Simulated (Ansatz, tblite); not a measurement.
# (H2Ga-mu-OH)2 (Ga₂H₆O₂): spin states and exact exchange

Is the singlet the ground state of (H2Ga-mu-OH)2 (Ga₂H₆O₂)? Other spin states are computed and compared level by level.

Program: Ansatz 0.2.0, Gaussian basis. Level of theory: as each input shows. These are calculated values, not measurements.

The runs, in order: triplet, at the geometry of the singlet (GFN1-xTB, GFN2-xTB, PBE0-D4/def2-TZVP, PBE-D4/def2-TZVP, r2SCAN-D4/def2-TZVP); the singlet's energies come from earlier runs.

## 1. The relaxed structure

The singlet was relaxed beforehand with PBE-D4/def2-SVP.

10 atoms, charge 0, spin multiplicity 1.

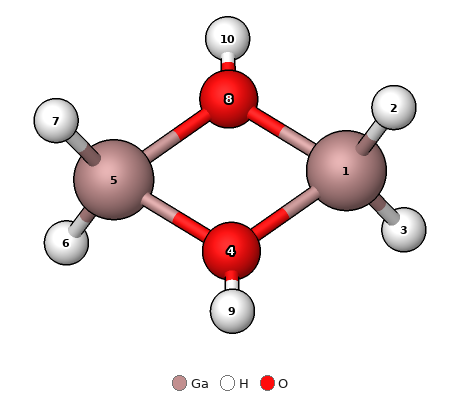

The geometry (gallium pink, hydrogen white, oxygen red); atoms are numbered from 1 in the order of the file.

## 2. Triplet at the fixed geometry, GFN1-xTB

Tight binding, by tblite at 300 K electronic temperature and without a spin-polarisation term:

```python
tblite.interface.Calculator('GFN1-xTB', numbers, positions, charge=0, uhf=2).singlepoint()
```

Energy -412.2066 eV; 0.004 s.

## 3. Triplet at the fixed geometry, GFN2-xTB

Tight binding, by tblite at 300 K electronic temperature and without a spin-polarisation term:

```python
tblite.interface.Calculator('GFN2-xTB', numbers, positions, charge=0, uhf=2).singlepoint()
```

Energy -366.5034 eV; 0.004 s.

## 4. Triplet at the fixed geometry, PBE0-D4/def2-TZVP

in.yaml reads:

```yaml
crystal:
  periodic: [false, false, false]
  atoms:
    - {symbol: Ga, position_ang: [-0.700332, -1.197578, 0.666520]}
    - {symbol: H, position_ang: [0.233604, -2.207890, 1.436647]}
    - {symbol: H, position_ang: [-2.266520, -1.266631, 0.498474]}
    - {symbol: O, position_ang: [-0.139176, 0.653630, 1.027073]}
    - {symbol: Ga, position_ang: [0.698892, 1.198031, -0.667063]}
    - {symbol: H, position_ang: [-0.237266, 2.206938, -1.436272]}
    - {symbol: H, position_ang: [2.265213, 1.269290, -0.500835]}
    - {symbol: O, position_ang: [0.139245, -0.653648, -1.026902]}
    - {symbol: H, position_ang: [-0.246738, 1.169022, 1.840203]}
    - {symbol: H, position_ang: [0.253059, -1.171164, -1.837836]}
basis:
  gaussian: {orbitals: def2-TZVP}
magnetization: {spin_polarized: true, initial_magnetization: 2}
hamiltonian: {xc: pbe0, dispersion: d4}
scf: {omitted_lower_state_checks: [starts]}
output: {orbitals: {seedname: orbitals}}
```

Launch:

```console
ansatz run in.yaml --threads 2 --pin off --events-out ev --progress --plain --max-ram 4352MiB
```

What it wrote:

```text
Functional definition: PBE0
  name "PBE0"
  cite "Adamo & Barone, J. Chem. Phys. 110, 6158 (1999) doi:10.1063/1.478522"
  cite "Perdew, Burke & Ernzerhof, Phys. Rev. Lett. 77, 3865 (1996) doi:10.1103/PhysRevLett.77.3865"
  parent pbe
  parameter a = 0.25
  parameter kappa = 0.804
  parameter beta = 0.06672455060314922
  exchange = (1 - a)*pbe_x(kappa = kappa, mu = beta*pi^2/3) + a*exact_x
  correlation = pbe_c(beta = beta)
these checks for a lower state are left out or cut short: starts
1392 factors; their error is unknown
mean field evaluation 1: about -108916.4694 eV, gradient 5.8e1 eV
mean field evaluation 2: about -108869.1027 eV, gradient 1.2e2 eV
mean field evaluation 4: about -108927.5449 eV, gradient 8.9e0 eV
mean field evaluation 8: about -108927.7252 eV, gradient 8.1e-2 eV
mean field evaluation 16: about -108928.1118 eV, gradient 3.0e-3 eV
mean field evaluation 32: about -108928.1118 eV, gradient 2.0e-5 eV
mean field -108928.11180793 eV, -4003.0342748152 hartree, gradient 6.9e-6 eV, S^2 2.006274; 0 other end points of the search recorded, 0 dependent functions left out
reference -108928.11185019 eV, -4003.0342763685 hartree; 43, 41 occupied and 151, 153 virtual orbitals, 1392 factors
Total energy: -108928.31054656 eV, -4003.0415783255 hartree
Checks for a lower state left out: starts
```

It took 30 s on 2 threads of Arm Neoverse V2, shared host; peak memory 1.3 GiB.

From the report: HOMO -2.37 eV, LUMO -6.65 eV (over both spins; with the spin held, an empty level of the minority spin lies below the top filled one); ⟨S²⟩ 2.006 (pure: 2.00).

## 5. Triplet at the fixed geometry, PBE-D4/def2-TZVP

start.molden holds the orbitals of an earlier run on this state, given as this run's starting guess.

in.yaml: that of step 4 with these lines changed.

```diff
@@ -14,5 +14,5 @@
 basis:
-  gaussian: {orbitals: def2-TZVP}
+  gaussian: {orbitals: def2-TZVP, initial_orbitals: start.molden}
 magnetization: {spin_polarized: true, initial_magnetization: 2}
-hamiltonian: {xc: pbe0, dispersion: d4}
+hamiltonian: {xc: pbe, dispersion: d4}
 scf: {omitted_lower_state_checks: [starts]}
```

Launched as before.

What it wrote:

```text
Functional definition: PBE
  name "PBE"
  cite "Perdew, Burke & Ernzerhof, Phys. Rev. Lett. 77, 3865 (1996) doi:10.1103/PhysRevLett.77.3865"
  parent pbe
  parameter kappa = 0.804
  parameter beta = 0.06672455060314922
  exchange = pbe_x(kappa = kappa, mu = beta*pi^2/3)
  correlation = pbe_c(beta = beta)
these checks for a lower state are left out or cut short: starts
1302 factors; their error is unknown
mean field evaluation 1: about -108926.4065 eV, gradient 9.2e0 eV
mean field evaluation 2: about -108926.5772 eV, gradient 2.0e-1 eV
mean field evaluation 4: about -108926.5563 eV, gradient 1.4e-3 eV
mean field -108926.55625956 eV, -4002.9771094671 hartree, gradient 3.7e-5 eV, S^2 2.002245; 0 other end points of the search recorded, 0 dependent functions left out
reference -108926.55631529 eV, -4002.9771115152 hartree; 43, 41 occupied and 151, 153 virtual orbitals, 1302 factors
Total energy: -108926.79083551 eV, -4002.9857299744 hartree
Checks for a lower state left out: starts
```

It took 7.5 s on 2 threads of Arm Neoverse V2, shared host.

From the report: HOMO -1.99 eV, LUMO -6.81 eV (over both spins; with the spin held, an empty level of the minority spin lies below the top filled one); ⟨S²⟩ 2.002 (pure: 2.00).

## 6. Triplet at the fixed geometry, r2SCAN-D4/def2-TZVP

in.yaml: that of step 5 with these lines changed.

```diff
@@ -16,3 +16,3 @@
 magnetization: {spin_polarized: true, initial_magnetization: 2}
-hamiltonian: {xc: pbe, dispersion: d4}
+hamiltonian: {xc: r2scan, dispersion: d4}
 scf: {omitted_lower_state_checks: [starts]}
```

Launched as before.

What it wrote:

```text
Functional definition: r2SCAN
  name "r2SCAN"
  cite "Furness, Kaplan, Ning, Perdew & Sun, J. Phys. Chem. Lett. 11, 8208 (2020) doi:10.1021/acs.jpclett.0c02405"
  cite "Furness, Kaplan, Ning, Perdew & Sun, J. Phys. Chem. Lett. 11, 9248 (2020) doi:10.1021/acs.jpclett.0c03077"
  parent r2scan
  parameter k0 = 0.174
  parameter k1 = 0.065
  parameter a1 = 4.9479
  exchange = r2scan_x(k0 = k0, k1 = k1, a1 = a1)
  correlation = r2scan_c
these checks for a lower state are left out or cut short: starts
1302 factors; their error is unknown
mean field evaluation 1: about -108944.3305 eV, gradient 5.7e0 eV
mean field evaluation 2: about -108944.3880 eV, gradient 8.8e-2 eV
mean field evaluation 4: about -108944.3592 eV, gradient 6.8e-4 eV
mean field evaluation 8: about -108944.3592 eV, gradient 2.6e-5 eV
mean field -108944.35918685 eV, -4003.6313549779 hartree, gradient 2.6e-5 eV, S^2 2.005709; 0 other end points of the search recorded, 0 dependent functions left out
reference -108944.35920868 eV, -4003.6313557801 hartree; 43, 41 occupied and 151, 153 virtual orbitals, 1302 factors
Total energy: -108944.41332645 eV, -4003.6333445713 hartree
Checks for a lower state left out: starts
```

Wall time 19 s (2 threads of Arm Neoverse V2, shared host).

HOMO -2.08 eV, LUMO -7.01 eV (over both spins; with the spin held, an empty level of the minority spin lies below the top filled one); ⟨S²⟩ 2.006 (pure: 2.00).

## 7. Triplet less singlet, vertical

The singlet's energies are those of its earlier runs, whose logs aren't repeated here.

```
              level  triplet less singlet, vertical (kJ/mol)     time
           GFN1-xTB                                   +618.5  0.009 s
           GFN2-xTB                                   +586.5  0.007 s
   PBE-D4/def2-TZVP                                   +469.8     11 s
r2SCAN-D4/def2-TZVP                                   +507.8     26 s
  PBE0-D4/def2-TZVP                                   +547.9     35 s
```

Times add the two runs; a level without a time comes out of a correlated run. Tight binding without a spin term can't rank spin states.

## 8. What came out

| quantity | value |
| --- | --- |
| triplet less singlet, vertical, functionals in def2-TZVP | +469.8 (PBE-D4) to +547.9 kJ/mol (PBE0-D4) |

What this shows: All functionals put the triplet above the singlet, over a spread of 78.1 kJ/mol. The checks for a lower triplet were left out, so another state of that spin may lie lower. These are electronic energies, without zero-point motion, entropy or surroundings.
